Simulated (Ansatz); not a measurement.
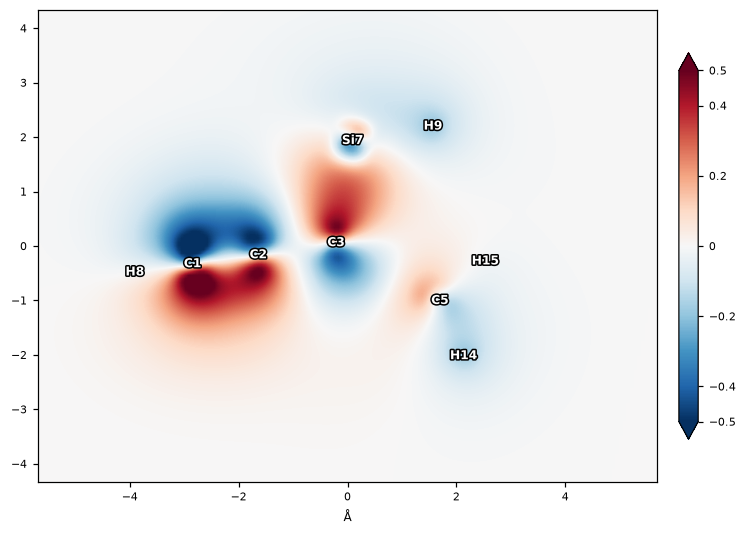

Figure 1: C$_{6}$H$_{10}$Si (SMILES C#CC1([SiH3])CCC1). The HOMO on the plane of atoms C3, Si7 and H9 (values in Å⁻³ᐟ²; the overall sign is arbitrary).

Geometry: r2SCAN-D4/def2-SVP.

These are results of isolated molecule in a Gaussian basis; Kohn-Sham density functional theory, functional PBE0 in Ansatz 0.2.0, not measurements.

```csv
atom,x (Å),y (Å),z (Å)
C,1.4345,-1.2078,-2.3236
C,0.9467,-1.1723,-1.2079
C,0.3443,-1.1439,0.1063
C,1.1979,-1.6706,1.3161
C,0.7072,-0.4691,2.1518
C,0.2721,0.2383,0.8505
Si,-1.3584,-1.9971,-0.0049
H,1.8711,-1.2354,-3.3043
H,-2.0034,-1.9804,1.3457
H,-1.1861,-3.4125,-0.4445
H,-2.2290,-1.2632,-0.9692
H,2.2716,-1.6065,1.0793
H,0.9820,-2.6865,1.6869
H,1.4535,0.0452,2.7758
H,-0.1537,-0.7319,2.7859
H,-0.6942,0.7697,0.8440
H,1.0470,0.9185,0.4634
```

Where does this orbital lie, and at what energy?

By Hirshfeld shares it lies mainly on C1 (about 35 %), C2 (about 25 %), C3 (about 15 %) and Si7 (about 10 %). Its energy is −7.25 eV.
